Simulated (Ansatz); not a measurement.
Frozen-phonon scan for W (fcc, Cu type)

Relaxed W (fcc, Cu type):

```xyz
2
Lattice="0.0000 3.9718 3.9718 1.9859 0.0000 1.9859 1.9859 1.9859 0.0000" Properties=species:S:1:pos:R:3 pbc="T T T"
W      0.0000     0.0000     0.0000
W      1.9859     1.9859     3.9718
```

A phonon eigenvector at L = (0.5, 0.0, 0.0) is frozen into this cell: atom i moves by Q times the vector below, so Q is the largest atomic displacement, in Å. The cell is held. (q is in reciprocal vectors of the primitive cell; the cell shown is doubled to hold the pattern.)

```json
[
 {"atom": "W1", "x": "-0.577", "y": "0.577", "z": "0.577"},
 {"atom": "W2", "x": "0.577", "y": "-0.577", "z": "-0.577"}
]
```

Computed with LDA (plane waves to 420 eV, PAW, scalar-relativistic; Ansatz, a first-principles code). k mesh 10×20×20 (Γ-centred), Fermi-Dirac smearing 0.05 eV. E stands for the smeared free energy. Left out: 2 of 13 points, with atoms too close for the PAW data. With partly filled bands, energies and forces of such displacements shift with the k mesh and the smearing. Spin-orbit coupling is left out, though W is heavy. This is one of several known forms of W; the measured ambient cells at hand have space group No. 229. W is run without spin polarisation. W was relaxed with its symmetry unable to fall. The zero of ΔE is the undisplaced structure.

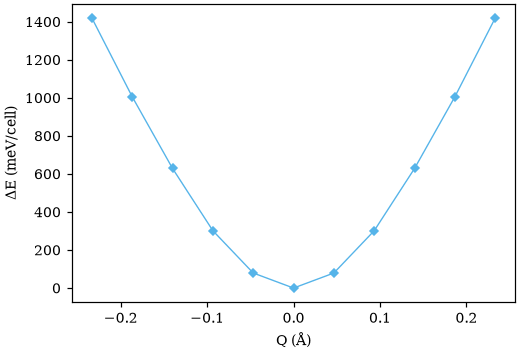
*ΔE (meV/cell) against Q (Å); one marker a computed point.*

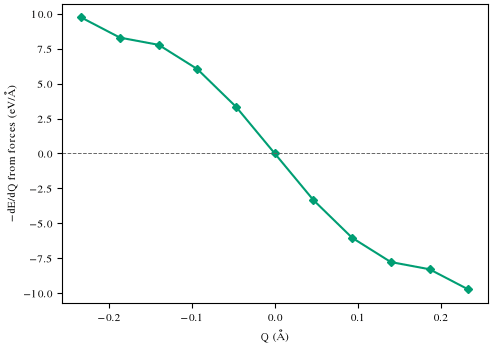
*−dE/dQ from forces (eV/Å) against Q (Å); one marker a computed point.*

The energy at Q = 0.233 Å is 1420 meV/cell. Space group of the distorted cell: R-3m (No. 166), lowered from Fm-3m. Wavenumber by perturbation theory (DFPT, on another k mesh): 234 cm⁻¹. Symmetry of the curve: even: the same for both signs. Shape of the curve: a single well with its minimum at or next to zero displacement.

(A displaced cell: forces are minus the slopes of the energy, force constants its curvatures, and phonons follow from these.)
